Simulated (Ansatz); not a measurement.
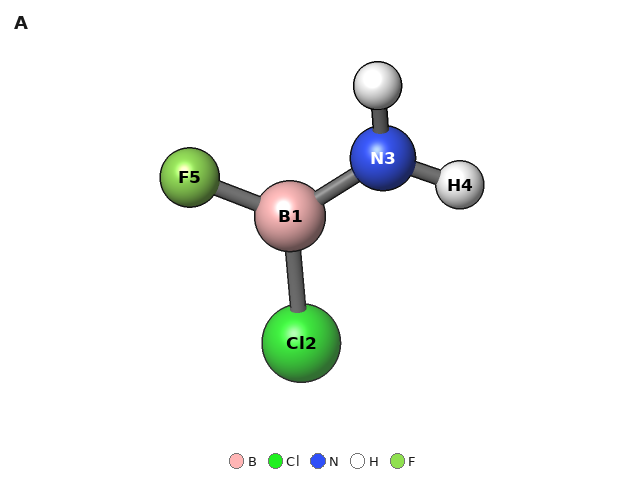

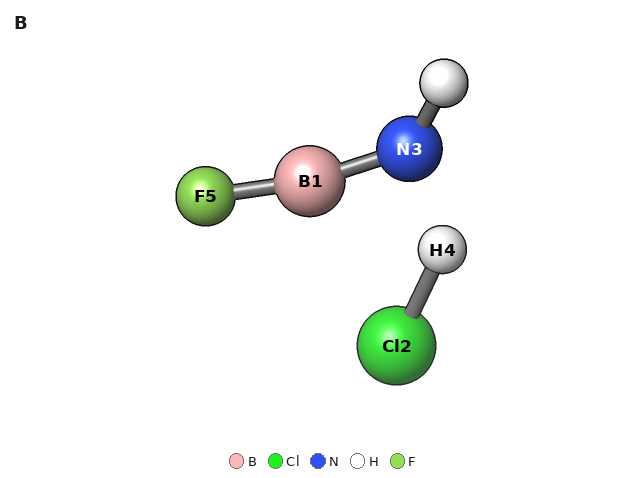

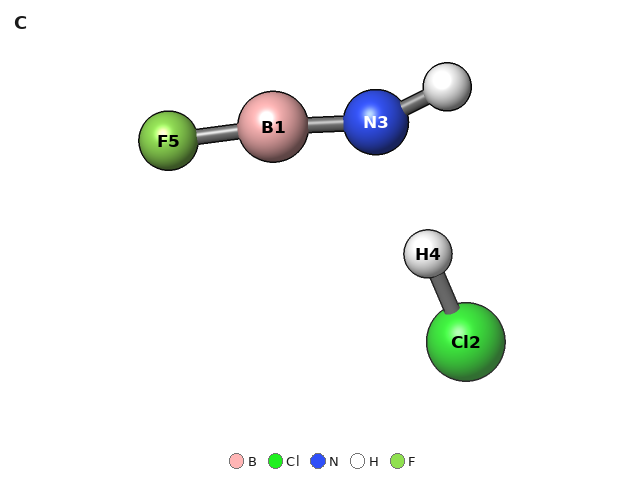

Three stationary points along one reaction path, in mixed order. Sticks follow a distance rule, so a partial bond may show as a full stick or not at all. The species is neutral and a spin singlet. Geometries: PBE0-D4/def2-TZVP; all other levels are single points on them, and energies count from the start as drawn. Program: Ansatz 0.2.0. In CBS estimates cores are frozen, and CCSD(T) − MP2 is taken in the smaller basis.

> Which panel shows the transition state?

B.

> Which bonds form and which break from A to C?

Formed: Cl2–H4; broken: B1–Cl2, N3–H4. At the saddle point Cl2···H4 is 1.45 Å, B1···Cl2 is 2.51 Å, N3···H4 is 1.45 Å.

Give the electronic barrier and the reaction energy from A to C in eV (no zero-point energy) with CCSD(T)/CBS (MP2 limit from def2-TZVPP and def2-QZVPP plus CCSD(T) − MP2).

```json
{"level": "CCSD(T)/CBS (MP2 limit from def2-TZVPP and def2-QZVPP plus CCSD(T) − MP2)", "barrier": "3.262", "reaction energy": "+2.738"}
```
